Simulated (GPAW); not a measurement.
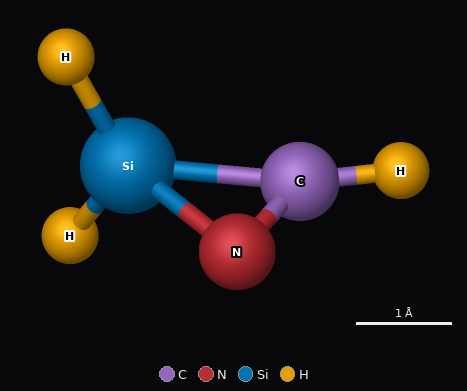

**Figure 1.** The input geometry (ball-and-stick view, seen at a tilt). Bond lengths as drawn: C–H 1.08 Å, C–N 1.28 Å, C–Si 1.83 Å, H–Si 1.44 Å and N–Si 1.80 Å.

## Atomisation calculation, with input and output: CH3NSi

The run: atomisation calculation of CH3NSi. Method and program: RPBE/plane waves, scalar-relativistic datasets (GPAW 26.7.0).

The geometry comes from this level: GFN2-xTB.

What the program printed
```
__  _  _
 | _ |_)|_||  |
 |__||  | ||/\| - 26.7.0

units:  Angstrom and eV
cores:  1
OpenMP: False

Versions:
  Python: 3.12.14
  ASE:    3.29.0
  Numpy:  2.5.5
  Scipy:  1.18.1
  Libxc:  7.0.0

        _gpaw.cpython-312-x86_64-linux-gnu.so

Input parameters:
  mode=PW(ecut=400.0),
  maxiter=100,
  symmetry=Symmetry(point_group=False, time_reversal=False),
  xc=XC(name='RPBE')

Diagonalizing LCAO Hamiltonian
Converting LCAO to pw mode
         .--------------------------.
        /|                          |
       / |                          |
      /  |                          |
     /   |                          |
    /    |                          |
   /     |                          |
  /      |                          |
 *       |          H               |
 |       |                          |
 |       |          Si              |
 |       |          N H             |
 |       |       C                  |
 |       |     H                    |
 |       .--------------------------.
 |      /                          /
 |     /                          /
 |    /                          /
 |   /                          /
 |  /                          /
 | /                          /
 |/                          /
 *--------------------------*

Atoms  # Å, Bohr magnetons
|   | symbol |        x |        y |        z |    initial magnetic moments |
|---|--------|----------|----------|----------|-----------------------------|
| 0 |      C | 5.170000 | 5.316330 | 5.495450 | ( 0.0000,  0.0000,  0.0000) |
| 1 |      N | 6.387640 | 5.281800 | 5.897010 | ( 0.0000,  0.0000,  0.0000) |
| 2 |     Si | 5.874230 | 6.993740 | 5.688540 | ( 0.0000,  0.0000,  0.0000) |
| 3 |      H | 4.500000 | 4.500000 | 5.293430 | ( 0.0000,  0.0000,  0.0000) |
| 4 |      H | 6.339880 | 7.670270 | 4.500000 | ( 0.0000,  0.0000,  0.0000) |
| 5 |      H | 5.553190 | 7.725440 | 6.892010 | ( 0.0000,  0.0000,  0.0000) |

Unit cell  # Å
| periodic |         x |         y |         z |   lengths |    angles |
|----------|-----------|-----------|-----------|-----------|-----------|
|       no | 10.887640 |  0.000000 |  0.000000 | 10.887640 | 90.000000 |
|       no |  0.000000 | 12.225440 |  0.000000 | 12.225440 | 90.000000 |
|       no |  0.000000 |  0.000000 | 11.392010 | 11.392010 | 90.000000 |

Number of symmetries: 1
Symmetry operations  # r_c * U_cc + t_c -> r_c
|   | kind |            matrix            |
|---|------|------------------------------|
| 0 |  E   |  1, 0, 0,  0, 1, 0,  0, 0, 1 |

BZ-sampling:
  Number of BZ points: 1
  Number of IBZ points: 1

  Monkhorst-Pack size: [1, 1, 1]
  Monkhorst-Pack shift: [0, 0, 0]

K-points  # in reciprocal-cell coordinates
|   |                                coordinates |     weight |
|---|--------------------------------------------|------------|
| 0 | (  0.00000000,   0.00000000,   0.00000000) | 1.00000000 |

Plane wave coefficients: 13799
Cutoff: 400.0 eV

Spin-components: 1 (collinear spins)
Bands:           14
Projectors:      24
Spin-degeneracy: 2
Datatype:        float64

  Storage: CPU
  Wave functions: 3_090_976 bytes (3_090_976 per core)
  Projectors: 7_285_872 bytes (7_285_872 per core)

Parallelization:
  kpt:    1
  domain: 1
  band:   1

Density:
  Valence electrons: 16.0
  Components: 1
  Grid points: [54 60 54]
  Charge: 0.0  # |e|

Potential:
  Grid points: [54 60 54]

species:
  C:
    name:    Carbon
    Z:       6.0
    valence: 4
    core:    2
    charge:  0.0  # [|e|]
    file:    C.RPBE.gz
    compensation charges:
      type: gauss
      rc: 0.20  # [Å]
      lmax: 2
    cutoffs:
      filter: 1.14  # [Å]
      core: 1.14  # [Å]
    projectors
    | kind |    occ | energy [eV] | rcut [Å] |
    |------|--------|-------------|----------|
    |   2s |  2.000 |     -13.815 |    0.635 |
    |   2p |  2.000 |      -5.254 |    0.635 |
    |    s |        |      13.396 |    0.635 |
    |    p |        |      21.957 |    0.635 |
    |    d |        |       0.000 |    0.635 |

    Using partial waves for C as LCAO basis

  N:
    name:    Nitrogen
    Z:       7.0
    valence: 5
    core:    2
    charge:  0.0  # [|e|]
    file:    N.RPBE.gz
    compensation charges:
      type: gauss
      rc: 0.18  # [Å]
      lmax: 2
    cutoffs:
      filter: 1.11  # [Å]
      core: 0.96  # [Å]
    projectors
    | kind |    occ | energy [eV] | rcut [Å] |
    |------|--------|-------------|----------|
    |   2s |  2.000 |     -18.658 |    0.603 |
    |   2p |  3.000 |      -7.050 |    0.529 |
    |    s |        |       8.553 |    0.603 |
    |    p |        |      20.161 |    0.529 |
    |    d |        |       0.000 |    0.577 |

    Using partial waves for N as LCAO basis

  Si:
    name:    Silicon
    Z:       14.0
    valence: 4
    core:    10
    charge:  0.0  # [|e|]
    file:    Si.RPBE.gz
    compensation charges:
      type: gauss
      rc: 0.33  # [Å]
      lmax: 2
    cutoffs:
      filter: 1.86  # [Å]
      core: 2.06  # [Å]
    projectors
    | kind |    occ | energy [eV] | rcut [Å] |
    |------|--------|-------------|----------|
    |   3s |  2.000 |     -10.793 |    1.058 |
    |   3p |  2.000 |      -4.075 |    1.058 |
    |    s |        |      16.418 |    1.058 |
    |    p |        |      23.136 |    1.058 |
    |    d |        |       0.000 |    1.058 |

    Using partial waves for Si as LCAO basis

  H:
    name:    Hydrogen
    Z:       1.0
    valence: 1
    core:    0
    charge:  0.0  # [|e|]
    file:    H.RPBE.gz
    compensation charges:
      type: gauss
      rc: 0.15  # [Å]
      lmax: 2
    cutoffs:
      filter: 0.85  # [Å]
      core: 0.53  # [Å]
    projectors
    | kind |    occ | energy [eV] | rcut [Å] |
    |------|--------|-------------|----------|
    |   1s |  1.000 |      -6.572 |    0.476 |
    |    s |        |      20.639 |    0.476 |
    |    p |        |       0.000 |    0.476 |

    Using partial waves for H as LCAO basis

Reference energy: -10440.750326  # eV

eigensolver:
  PPCG
  Converge bands: occupied
  niter=2

density mixing:
  MSR1-Mixer
  Pratt-step length: 0.05
  Maximum mixing coefficient: 0.75
  Old densities: 10
  SVD Regularization: 0.005
  Good broyden scale: 1.0
  Trust region scale: 1.0
  Backstep threshold: 4.0
  History deletion threshold: 6.0
  Fourier metric: weight=20.0, sigma=0.015

occupation numbers:
  # Zero width

poisson solver:
  ecut: 3200.0  # eV

xc functional:
  name: RPBE with 2 nearest neighbor stencil

Initialization done in: 2.561 s

convergence criteria:
- Maximum [total energy] change in last 3 cyles: 0.0005 eV / valence electron
- Maximum integral of absolute [dens]ity change: 0.0001 electrons / valence electron
- Maximum integral of absolute [eigenst]ate change: 4e-08 eV^2 / valence electron
maximum number of iterations: 100

SCF iterations
|iter     |     time |      energy | eigst |  dens |
|---------|----------|-------------|-------|-------|
|iter:   1| 00:00:03 |  -30.566589 | +0.47 |       |
|iter:   2| 00:00:04 |  -30.126140 | -1.35 | -0.61 |
|iter:   3| 00:00:05 |  -28.180240 | -0.80 | -0.64 |
|iter:   4| 00:00:05 |  -28.149645 | -1.10 | -1.24 |
|iter:   5| 00:00:06 |  -28.054957 | -1.62 | -1.44 |
|iter:   6| 00:00:07 |  -28.055122 | -3.16 | -1.85 |
|iter:   7| 00:00:08 |  -28.055450c| -4.29 | -2.36 |
|iter:   8| 00:00:09 |  -28.055536c| -5.31 | -2.80 |
|iter:   9| 00:00:10 |  -28.055538c| -6.43 | -3.57 |
|iter:  10| 00:00:11 |  -28.055538c| -7.63c| -4.24c|

Converged in 10 steps
SCF loop duration: 8.436 s (0.844 s/step)
Energy contributions relative to reference atoms: (reference = -10440.750326)

Energy contributions:
  Kinetic:          26.811446
  Coulomb:         -26.880443
  Zero:             -0.055699
  External:          0.000000
  Xc:              -27.930842
  Entropy:           0.000000
  Spinorbit:         0.000000
  ----------------------------
  Free energy:     -28.055538
  Extrapolated:    -28.055538

dipole moment: (-0.233516, 0.207558, -0.081404)  # |e|*Ang

Fermi level: -3.414
Eigenvalues  # (at kpt = [0.000, 0.000, 0.000])
| band index |      eig [eV] | occ [0-2] |
|------------|---------------|-----------|
|          0 |       -23.285 |     2.000 |
|          1 |       -14.072 |     2.000 |
|          2 |       -12.844 |     2.000 |
|          3 |       -10.101 |     2.000 |
|          4 |        -9.647 |     2.000 |
|          5 |        -8.722 |     2.000 |
|          6 |        -7.835 |     2.000 |
|          7 |        -5.142 |     2.000 |
|          8 |        -1.686 |     0.000 |
|          9 |        -1.107 |     0.000 |
|         10 |        -0.364 |     0.000 |
|         11 |         0.012 |     0.000 |
|         12 |         0.167 |     0.000 |
|         13 |         0.750 |     0.000 |

Gap: 3.456 eV
Transition (v -> c):
  (s=0, k=0, n=7, [0.00, 0.00, 0.00]) -> (s=0, k=0, n=8, [0.00, 0.00, 0.00])
No difference between direct/indirect transitions
vacuum-level: 0.280  # V
RPBE                                21.104 eV
```

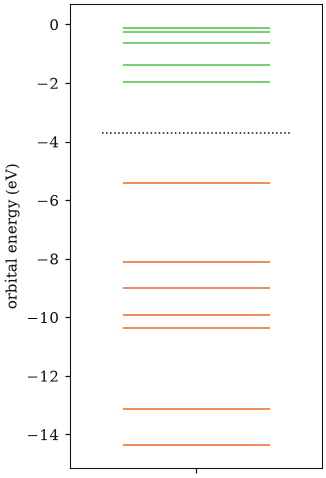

**Figure 2.** Orbital energies near the frontier; the dotted line parts filled from empty levels, and levels within 0.02 eV of each other stand side by side. Highest filled −5.42 eV, lowest empty −1.97 eV, 3.45 eV apart.

This output came from the following input.

Input (gs.py)
```python
from ase import Atoms
from ase.io import read
from gpaw import GPAW, PW

# Atomic positions
atoms = read("gs.xyz")
atoms.center(vacuum=4.5)

# DFT calculator
calc = GPAW(mode=PW(400), xc="RPBE", maxiter=100, symmetry="off", txt="-")
atoms.calc = calc

e = atoms.get_potential_energy()
e_mol = {"RPBE": e}

# Atoms
e_atom = {}
for symbol in sorted(set(atoms.symbols)):
    atom = Atoms(symbol, cell=atoms.cell, pbc=atoms.pbc)
    atom.center()
    atom.calc = GPAW(mode={"name": "pw", "ecut": 400},
                     xc="RPBE",
                     symmetry="off",
                     maxiter=150,
                     hund=True,
                     txt=f'{symbol}_atom.txt')
    e = atom.get_potential_energy()
    e_atom[symbol] = {"RPBE": e}

atomisation = {xc: sum(e_atom[x][xc] for x in atoms.symbols) - e_mol[xc] for xc in e_mol}
for xc, de in atomisation.items():
    print(f'{xc:32} {de:9.3f} eV')
```

File gs.xyz
```
6

C     -0.467490    -0.931600    -0.132290
N      0.750150    -0.966130     0.269270
Si     0.236740     0.745810     0.060800
H     -1.137490    -1.747930    -0.334310
H      0.702390     1.422340    -1.127740
H     -0.084300     1.477510     1.264270
```

Command:
```bash
python gs.py
```

Key numbers

- outcome: converged
- energy relative to the program's reference atoms: −28.0555 eV
- atomisation energy: 21.104 eV
- HOMO: −5.42 eV
- LUMO: −1.97 eV
- dipole moment: 1.55 D
- hardware: 1 thread of Intel Xeon @ 2.90GHz (Ice Lake), 16 GiB of memory available, shared host
- wall time: 52 s
- peak memory: 1.1 GiB
